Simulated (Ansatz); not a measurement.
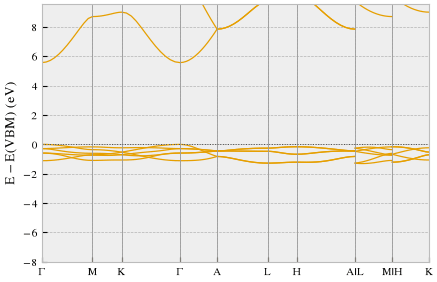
Band structure from the program Ansatz at the PBEsol level (PAW)

Q: Read off the gap and where the band edges lie.

A: About 5.6 eV (5.57 eV by a search for the band edges); maximum at Γ, minimum at Γ.

The material is NaF in space group P6_3/mmc (No. 194; Na on 2d, F on 2c).

The start of the workflow was typed in or built on a structure type; neither database checked (COD, Materials Project) lists it. It is not the phase usual at ambient conditions (space group No. 225). Symmetry was held in the PBEsol relaxation; phonons on a q-mesh show no instability.

Potentials: the later of the program's two PAW sets.
